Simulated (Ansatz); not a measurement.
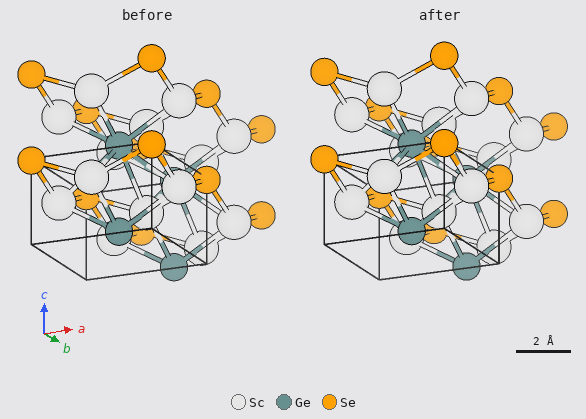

The structure of crystalline Sc2GeSe (a generated structure, set up in P4mm) (coarse preliminary run) before (left) and after (right) a relaxation, at one scale.

A ball-and-stick model of the cell of the calculation, repeated 1 × 2 × 2 with one cell outlined, seen from a free direction.

These are results of DFT PBE, scalar-relativistic, plane waves, PAW (Ansatz 0.2.0), not measurements.

The input:
```yaml
crystal:
  lattice:
    - [4.9685008044, 0.0, 0.0]
    - [0.0, 4.9685008044, 0.0]
    - [0.0, 0.0, 3.388046885]
  atoms:
    - { symbol: Sc, position: [0.5, 0.0, 0.6873676576] }
    - { symbol: Sc, position: [0.0, 0.5, 0.6873676576] }
    - { symbol: Ge, position: [0.5, 0.5, 0.2607597308] }
    - { symbol: Se, position: [0.0, 0.0, 0.9742580941] }
basis:
  ecutwfc: 420
kpoints:
  mp_grid: { grid: [4, 4, 6] }
hamiltonian:
  xc: pbe
scf:
  occupations: { method: gaussian, width: 0.1 }
  lower_state_search: "off"
output:
  forces: true
  stress: true
  eigenvalues: true
relax:
  adjacent_minimum: "off"
  f_tol: 0.04
  max_steps: 70
  cell: { stress_tol: 0.4 }
```

Launched with:
```bash
ansatz run input.yaml --threads 1 --pin off --max-ram 2560MiB --backend cpu --events-out ev --progress --plain --runs-dir out
```

Q: Describe what moved and what it gained.

A: The largest move relative to the cell is that of Ge3, 0.007 Å along +c. By element the largest moves are Ge 0.007 Å, Sc 0.003 Å, Se 0.001 Å. The drawn cell changes as follows: a = b 4.969 → 4.952 Å (−0.3 %), c 3.388 → 3.441 Å (+1.6 %); the volume changes by +0.9 %. Among the contacts that change: Sc1–Sc1 3.388 → 3.441 Å, Sc1–Ge3 3.154 → 3.173 Å. The space group stays P4mm (No. 99). After 1 accepted move (2 points after the start) the energy has fallen by 2.8 meV per cell of the calculation. The largest force component goes from 0.022 to 0.022 eV/Å. Pressure: 0.17 GPa at the start and −0.11 GPa at the end. The SCF was repeated once at an unchanged geometry on a basis and grid sized afresh for the cell, which shifted the energy by 0.1 meV per cell of the calculation at most.
